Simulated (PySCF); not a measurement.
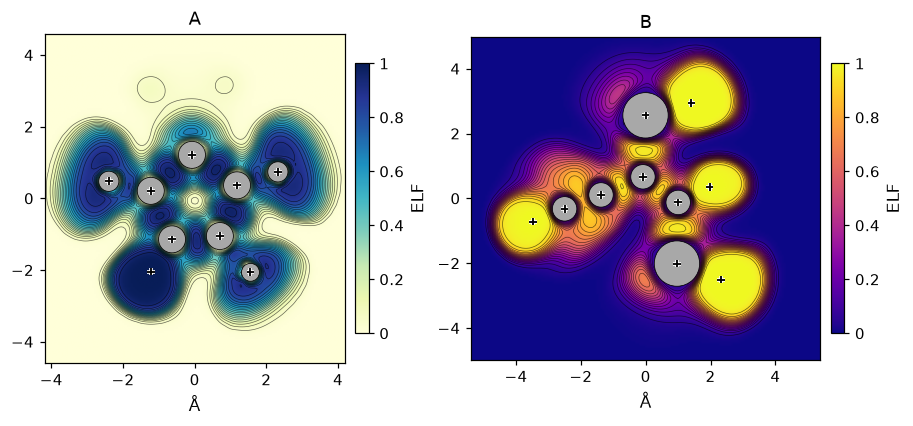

The electron localisation function of 2 systems, each on a plane through atoms (crosses mark nuclei in the plane; grey discs cover the cores).

Computed with PySCF, PBE0/pcSseg-1, SCF density, gas phase, non-relativistic.

System 1: C$_{6}$H$_{5}$FO$_{2}$ (SMILES C[C@H]1C(=O)C=C(F)C1=O), the plane of atoms C2, C8 and C6. Geometry: GFN2-xTB.

```xyz
14

C     1.7681   -0.0895   -0.3760
C     0.5042   -0.3000    0.4646
C    -0.2034    1.0184    0.7638
O     0.2677    1.9577    1.3459
C    -1.5649    0.9295    0.1966
C    -1.7382   -0.2659   -0.3779
F    -2.8358   -0.6913   -0.9836
C    -0.5271   -1.1347   -0.2746
O    -0.4002   -2.2484   -0.7002
H     2.2252   -1.0493   -0.6010
H     1.5227    0.4091   -1.3112
H     2.4754    0.5269    0.1719
H     0.7842   -0.7944    1.4000
H    -2.2787    1.7315    0.2594
```

System 2: C$_{4}$H$_{9}$PSi$_{2}$ (SMILES C#C/C([SiH3])=C\[SiH2]P), the plane of atoms C2, C3 and C5. Geometry: GFN2-xTB.

```xyz
16

C    -0.5977   -2.3901   -0.5047
C    -0.7001   -1.2165   -0.2620
C    -0.8688    0.1602   -0.0153
Si   -2.5338    0.8960   -0.5531
C     0.1102    0.8767    0.5627
Si    1.7903    0.1904    1.0751
P     3.0804   -0.3207   -0.6953
H    -0.4893   -3.4147   -0.7042
H    -2.7076    0.6739   -1.9901
H    -2.5009    2.3279   -0.2502
H    -3.6048    0.2287    0.1890
H    -0.0689    1.9341    0.7184
H     2.4995    1.2209    1.8427
H     1.6487   -1.0415    1.8559
H     2.8501    0.8630   -1.3746
H     2.0851   -0.9793   -1.3924
```

Q: Match each panel to its system.

A: Panel A is system 1, C$_{6}$H$_{5}$FO$_{2}$: the plane holds C, O, F and H. C–O (1.20 Å): the ELF peaks at about 0.85 between the atoms (a multiple bond). Panel B is system 2, C$_{4}$H$_{9}$PSi$_{2}$: the plane holds C, Si and H. C–C (1.20 Å): the ELF peaks at about 0.85 between the atoms: a short, multiple covalent bond.
